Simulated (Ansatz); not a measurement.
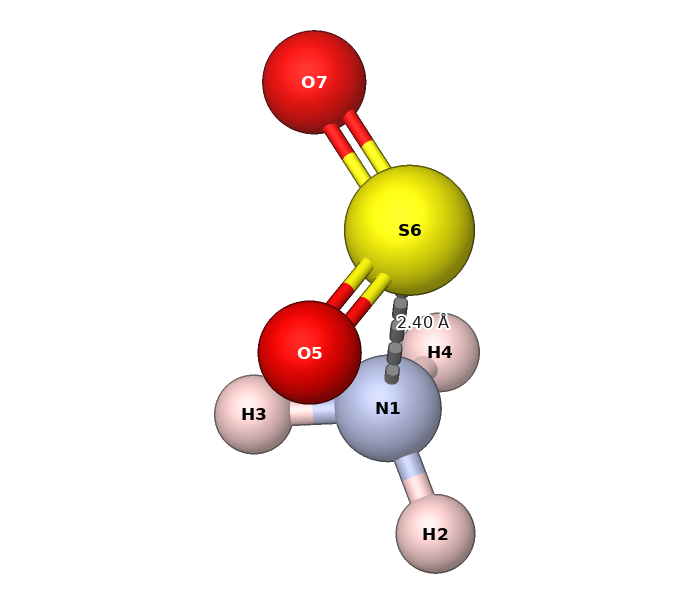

Two molecules or ions; the broken line marks their closest contact (measured against van der Waals radii). Geometry: a pair of rigid molecules at a changed separation. Program: Ansatz 0.2.0.

Question: Which two species are they?

Answer: NH3 and SO2 (`N.O=S=O`).

Give the counterpoise-corrected interaction energy (kJ/mol, monomers kept as in the pair) with RHF-CCSD(T) (frozen core)/def2-TZVPPD; r2SCAN-D4/def2-TZVPPD; B3LYP-D4/def2-TZVPPD; ωB97M-V/def2-TZVPPD; PBE0-D4/def2-TZVPPD; PBE-D4/def2-TZVPPD.

```
                                level  interaction energy (kJ/mol)
RHF-CCSD(T) (frozen core)/def2-TZVPPD                        −11.9
                r2SCAN-D4/def2-TZVPPD                        −33.7
                 B3LYP-D4/def2-TZVPPD                        −28.1
                  ωB97M-V/def2-TZVPPD                        −25.1
                  PBE0-D4/def2-TZVPPD                        −33.8
                   PBE-D4/def2-TZVPPD                        −32.6
```
